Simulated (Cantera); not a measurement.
Input: 1 mol Al(CH₃)₃, 1.4 mol N₂, 3.6 mol H₂, held at 0.300 bar.

These are equilibrium values from Cantera (NASA tables, ideal gas, pure condensed phases), not measurements of a reactor. Candidate condensed phases: Al, AlN, C, C₆H₆, C₇H₈, C₈H₁₈; 97 gas species. The feed counts by its element totals alone. Kinetics and transport are ignored.

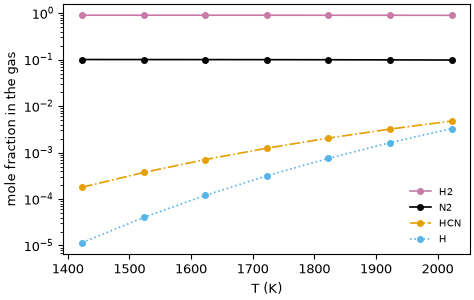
Equilibrium gas composition (values under 1e-9 drawn at 1e-9)

Q: Read off the mole fractions at 1923 K.

A: H₂ about 0.90, N₂ about 0.098, HCN about 0.0032, H about 0.0016.
